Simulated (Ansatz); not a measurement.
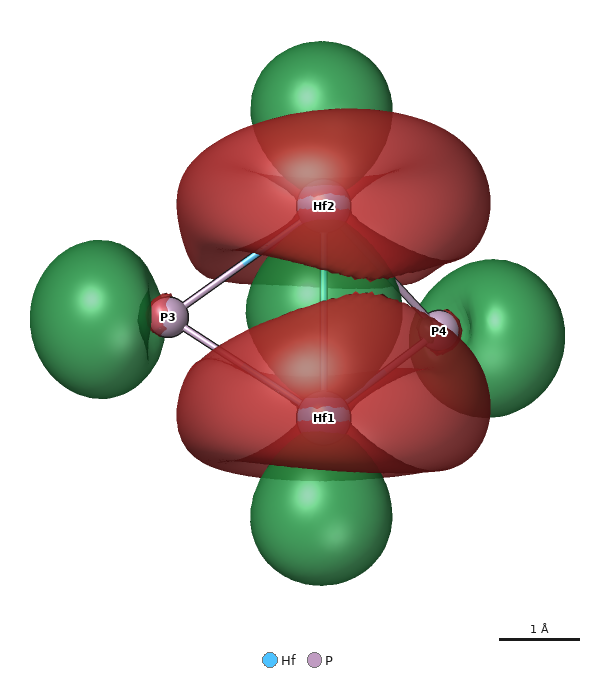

Figure. Hf$_{2}$P$_{2}$. The LUMO at ±0.06 Å⁻³ᐟ² (green and red are the two phases), seen at a tilt.

Geometry: PBE-D4/def2-SVP; core potentials replace the inner electrons of Hf.

Method: RKS PBE0-D4/def2-TZVP (Ansatz).

What is the character of this orbital?

Answer. Its weight (Hirshfeld) is mainly on Hf1 (about 40 %), Hf2 (about 40 %), P3 (about 10 %) and P4 (about 10 %). Its energy is −2.67 eV.
